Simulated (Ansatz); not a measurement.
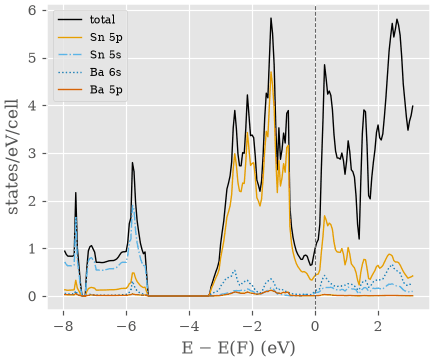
*Total and projected density of states of BaSn in space group Cmcm (No. 63; Ba on 4c, Sn on 4c), r²SCAN (plane waves, PAW; program Ansatz)*

Question: Which orbitals carry the states next to the Fermi level?

Answer: Within 0.5 eV of the Fermi level: Sn 5p 40 %, Ba 6s 8 %, outside the projected shells 47 %. Projections are on Löwdin-orthogonalised atomic valence shells; empty p or d shells of many metals are not among them.

Question: Where is the tallest occupied peak in this window, and what makes it?

Answer: Near -1.4 eV, about 5.8 states/eV per cell; the largest projected share is Sn 5p.

The workflow started from a Materials Project entry (that database holds measured and hypothetical structures alike); the Crystallography Open Database files this formula in space group No. 63, but the cells were not matched. Its standing as an ambient phase is unchecked. The cell was relaxed with r²SCAN under the symmetry of its start; whether a distortion lowers the energy is not shown. Spin–orbit coupling is left out wherever it is not named.

Potentials: the later of the program's two PAW sets.
